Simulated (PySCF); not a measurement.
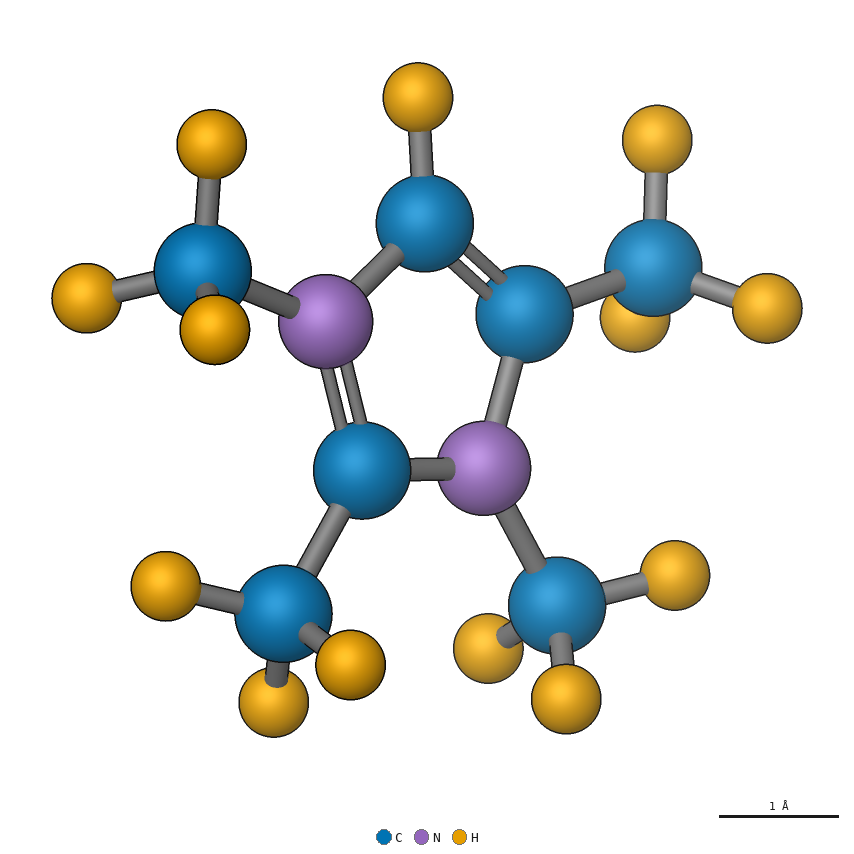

The picture shows a molecular structure as a ball-and-stick model. Double and triple bonds are drawn as two and three sticks.

State: charge +1, singlet. Computed geometry: GFN2-xTB optimisation. No frequency run is at hand to confirm it as a minimum.

Count the atoms of each element.

Answer. C₇H₁₃N₂⁺, 22 atoms: 7 carbon, 13 hydrogen and 2 nitrogen.

Which point group does it belong to?

Answer. C1.

Count the bonded pairs by element.

Answer. 13 C–H, 6 C–N, 3 C–C.

Does it have rings?

Answer. Independent rings (smallest set): 1 of 5 members, 1 of them aromatic.

Write the SMILES.

Answer. Cc1c[n+](C)c(C)n1C

The parts below concern this one geometry. Atoms keep their numbers from picture to picture.

## Geometry

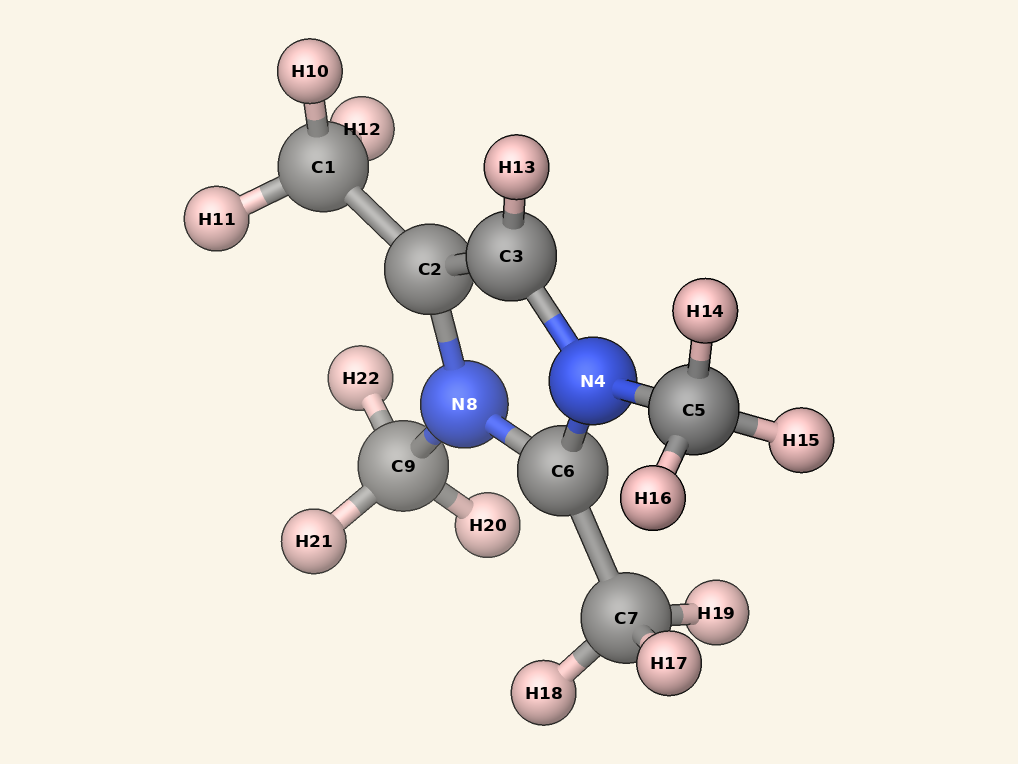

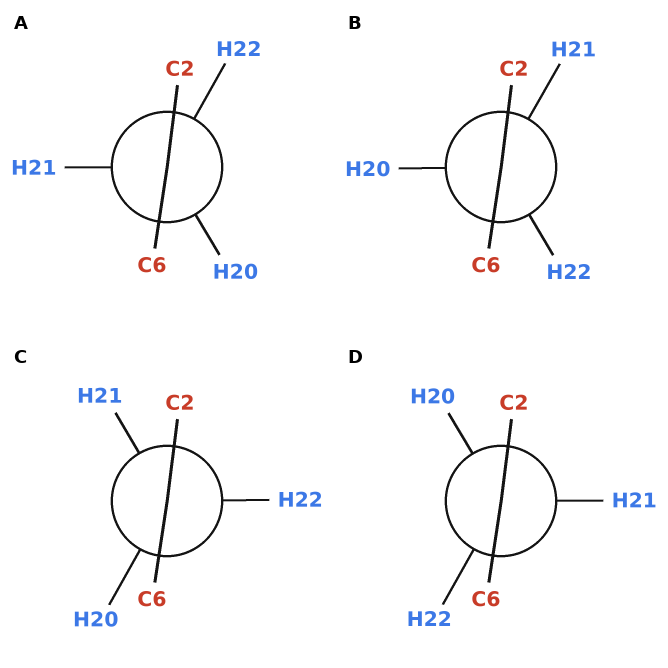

Distant atoms are faded towards the background colour. Bonds that would overlap in a projection are set slightly apart. No frequency run is at hand to confirm it as a minimum.

Which Newman projection shows the view along N8–C9, with N8 in front?

Answer. A. The torsion angle C2–N8–C9–H20 is 142°, anticlinal.

## Bond orders

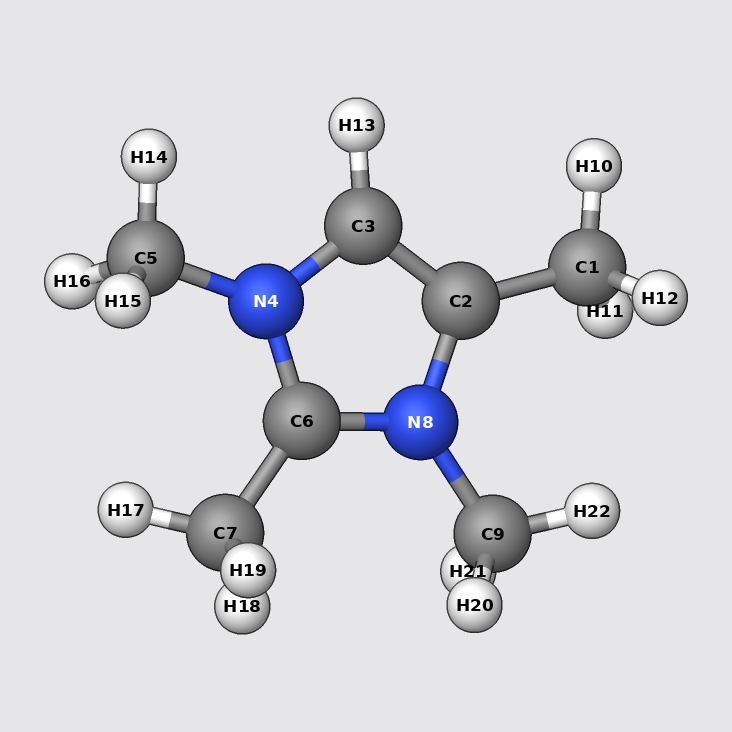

Every bond is drawn as one stick. No frequency run is at hand to confirm it as a minimum. Method: PBE0/pcSseg-1 (PySCF 2.14.0).

Which bond between heavy atoms has the highest Mayer bond order?

Answer. C2–C3, 1.62, at a length of 1.363 Å.

List the Mayer bond orders of C1–C2, C2–C3, C2–N8, C3–N4, N4–C5, N4–C6, C6–C7, C6–N8, N8–C9 (bonds between heavy atoms, one of each equivalent set).

```csv
bond,Mayer order,length (Å)
C1–C2,1.08,1.479
C2–C3,1.62,1.363
C2–N8,1.09,1.375
C3–N4,1.12,1.367
N4–C5,0.89,1.440
N4–C6,1.20,1.335
C6–C7,1.12,1.477
C6–N8,1.20,1.341
N8–C9,0.91,1.440
```

## Electronic properties

No frequency run is at hand to confirm it as a minimum. Level of theory: PBE0/pcSseg-1, gas phase (PySCF 2.14.0).

Predict the main results.

- HOMO energy (Kohn–Sham orbital): −11.24 eV
- LUMO energy (Kohn–Sham orbital): −4.51 eV
- HOMO–LUMO gap: 6.72 eV

## NMR shielding

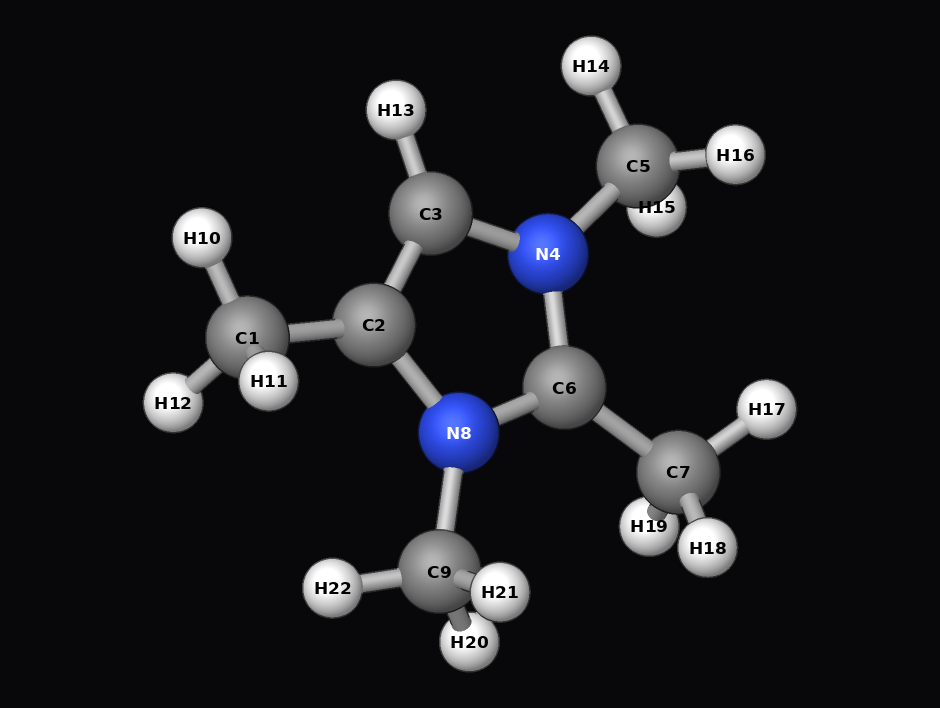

No frequency run is at hand to confirm it as a minimum. Properties computed with GIAO PBE0/pcSseg-1 NMR shielding, non-relativistic, gas phase (PySCF 2.14.0). Principal shieldings σ11 ≤ σ22 ≤ σ33, span Ω = σ33 − σ11, skew κ = 3(σiso − σ22)/Ω.

Which C atom has the most anisotropic shielding?

Answer. C2, with a span of 154 ppm.

Give the shielding tensors of the C atoms.

```csv
atom,σ11,σ22,σ33,σiso,Ω,κ
C1,162.7,175.9,187.4,175.4,24.7,−0.07
C2,−26.9,41.6,127.4,47.3,154.3,0.11
C3,−8.6,70.3,119.2,60.3,127.7,−0.24
C5,131.8,134.6,187.1,151.2,55.3,0.90
C6,−0.8,4.4,109.9,37.8,110.7,0.91
C7,160.9,177.9,187.9,175.6,26.9,−0.26
C9,134.1,145.4,184.7,154.7,50.6,0.56
```

Shieldings and span in ppm.
